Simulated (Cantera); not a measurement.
Charge: 1 mol PH3, 1.1 mol H2, a varied amount of O2, at 1825 K and 2.30e7 Pa.

These are equilibrium values from Cantera (NASA tables, ideal gas, pure condensed phases), not measurements of a reactor. Candidate condensed phases: H2O, P, P4O10; 17 gas species. The ideal-gas law is rough above about 30 bar. Gases not in the tables: HPO2, HPO3 and P4O6. The numbers say what is thermodynamically allowed, not how fast it happens.

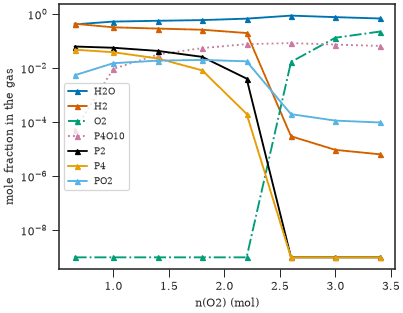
Fig. 1. Equilibrium gas composition (values under 1e-9 drawn at 1e-9)

Q: Read off the mole fractions at 0.65 mol O2.

A: H2 about 0.45, H2O about 0.42, P2 about 0.064, P4 about 0.049, PO2 about 0.0055, P4O10 about 5.2e-5.
